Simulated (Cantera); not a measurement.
Feed: 1 mol FeS, 0.16 mol SO3, 0.27 mol H2O, equilibrated at 13.0 bar.

Method: chemical equilibrium by Gibbs-energy minimisation in Cantera with the NASA 1993 tables (ideal gas, pure condensed phases). Candidate condensed phases: Fe, FeO, Fe(OH)2, Fe(OH)3, FeS, FeSO4, FeS2, Fe2O3, Fe2(SO4)3, Fe3O4, H2O, H2SO4, S; 22 gas species. Mutual solubility and eutectic melting of coexisting phases are not modelled. FeS: taken at fixed stoichiometry. Gases not in the tables: S3 to S7. Rates play no part.

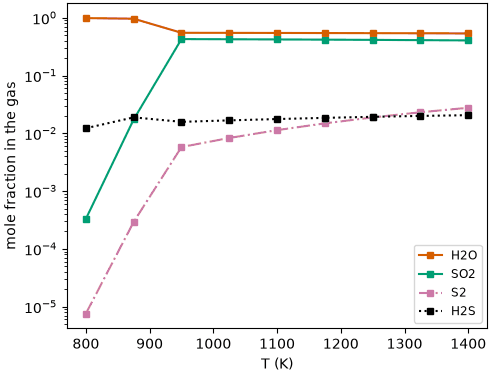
Equilibrium gas composition (values under 1e-9 drawn at 1e-9)

From 800 K to 875 K the condensed part is FeS(s) + FeS2(s) + Fe3O4(s). From 950 K to 1400 K the condensed part is FeS(s) + Fe3O4(s).
